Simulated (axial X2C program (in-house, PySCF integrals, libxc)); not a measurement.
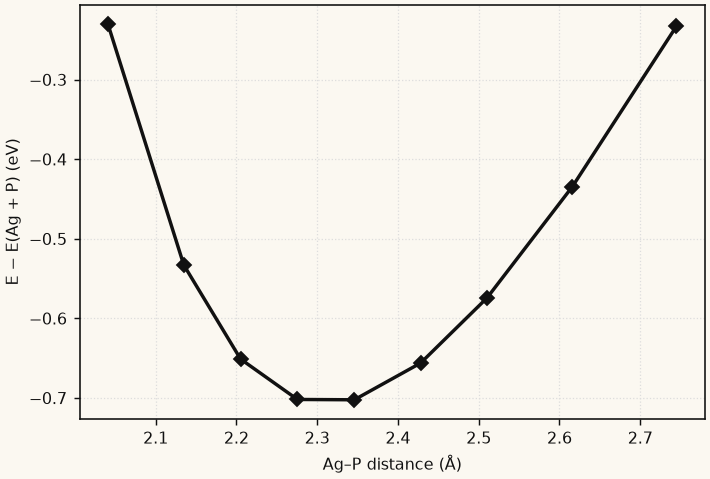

*Energy at 9 bond lengths, for one set of occupations held fixed; the line joins the points.*

A polynomial of degree 6 through 9 points gives rₑ = 2.310 Å, ωₑ = 314.5 cm⁻¹, ωₑxₑ = 1.2 cm⁻¹ and Bₑ = 0.1315 cm⁻¹. The minimum lies 0.71 eV below Ag + P, each computed as one determinant at the same level.

**Relativistic diatomic calculation, with input and output: AgP**

AgP, single determinant with M_S = 0 and |Λ| = 2 (not the lowest found). Computed at this level: PBE0, spin-free X2C-1e, Ag dyall-v3z, P dyall-v3z (cores contracted) (axial X2C program (in-house, PySCF integrals, libxc)).

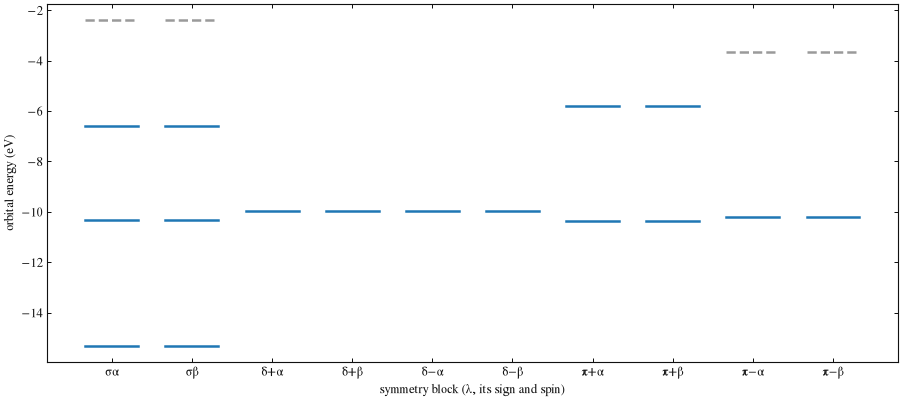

*Orbital energies near the frontier at 2.35 Å, filled (solid) and empty (dashed); a label such as π−α means λ = −1 and α spin.*

The highest filled orbital (π+β; 85 % P p, 7 % Ag p) lies at −5.82 eV, the lowest empty one (π−β; 83 % P p, 10 % Ag p) at −3.66 eV.

These pictures come from the run below.

Input file:
```
{"zs": [47, 15], "q": 0, "bas": ["dyall-v3z", "dyall-v3z"], "levels": ["PBE0", "HF", "PBEsol", "B3LYP"], "cc": false, "r0": 2.41, "npts": 10, "nst": 2, "ntry": 6}
```

The line is the task of a batch: nuclear charges, charge, bases, the levels to run, a first guess of the distance and further settings. This report covers PBE0 without spin-orbit coupling. The log is that of the reference distance 2.346 Å, started from orbitals converged before.

Launched within a batch (the task file carries these settings):
```bash
python <driver script> task.json out
```

Log:
```
spin-free X2C-1e  PBE0
basis functions 173  fitting functions 951  grid points 5079
iter        total energy     max residual
   1      -5657.124866217     3.08e-05
   2      -5657.124866238     1.23e-05
   3      -5657.124866238     1.40e-05
converged
one-electron -8119.40877781  Coulomb 2476.74112127  exact exchange -42.67531884  xc functional -130.80573302  nuclear repulsion 159.02384216
```

The points of the curve:

| R (Å) | E (hartree) | dipole (D; origin at the first atom, positive when the second is positive) | highest filled (eV) | lowest empty (eV) |
| --- | --- | --- | --- | --- |
| 2.041 | −5657.107516 | −2.96 | −5.83 | −3.74 |
| 2.135 | −5657.118641 | −3.07 | −5.83 | −3.71 |
| 2.205 | −5657.122985 | −3.13 | −5.82 | −3.70 |
| 2.276 | −5657.124852 | −3.18 | −5.82 | −3.68 |
| 2.346 | −5657.124866 | −3.23 | −5.82 | −3.66 |
| 2.428 | −5657.123168 | −3.29 | −5.82 | −3.64 |
| 2.510 | −5657.120164 | −3.34 | −5.81 | −3.62 |
| 2.616 | −5657.115027 | −3.40 | −5.81 | −3.60 |
| 2.745 | −5657.107612 | −3.48 | −5.80 | −3.57 |

Results in brief:

```tsv
quantity	value
outcome	converged
bond length rₑ	2.310 Å
ωₑ	314.5 cm⁻¹
energy at the minimum	−5657.12506 hartree
depth below the fragments	0.71 eV
hardware	1 thread of Arm Neoverse N1, 54 GiB of memory available, shared host
wall time	15 s
peak memory	0.33 GiB
```

Remarks:

Caveats: 9 of the 10 points asked for were kept.
